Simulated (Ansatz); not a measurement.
Sb (A7 type, space group R-3m)

```yaml
crystal:
  lattice:
    - [2.16397, 1.24937, 3.78144]
    - [-2.16397, 1.24937, 3.78144]
    - [0.00000, -2.49874, 3.78144]
  atoms:
    - { symbol: Sb, position: [0.23324, 0.23324, 0.23324] }
    - { symbol: Sb, position: [0.76676, 0.76676, 0.76676] }
```

The volume is varied about the relaxed value V₀ at fixed cell shape. The atoms relax within the cell's symmetry.

Computed with r2SCAN+rVV10 (plane waves to 500 eV, PAW, scalar-relativistic; Ansatz, a first-principles code). k mesh 13×13×13 (Γ-centred), Fermi-Dirac smearing 0.05 eV. E stands for the smeared free energy. With the shape held, the modulus is that of even scaling; a crystal free to change shape is softer. Sb was relaxed with its symmetry unable to fall. Spin-orbit coupling is left out, though Sb is heavy. ΔE is measured from the relaxed starting cell.

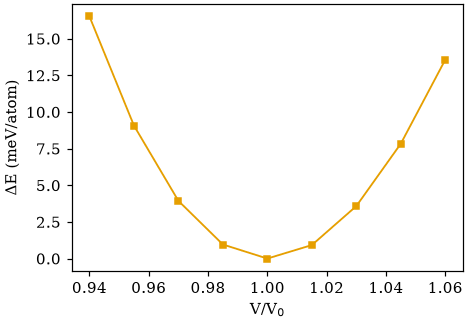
Figure. ΔE (meV/atom) against V/V₀; one marker a computed point.

### Question
What is ΔE at V/V₀ = 1.060?

### Answer
About 14 meV/atom.

### Question
What is ΔE at V/V₀ = 0.940?

### Answer
About 17 meV/atom.

### Question
What bulk modulus at fixed cell shape B₀ follows from a third-order Birch-Murnaghan fit?

### Answer
About 43 GPa.

(Under strain, the slope of the energy per volume gives the stress and its curvature an elastic modulus.)
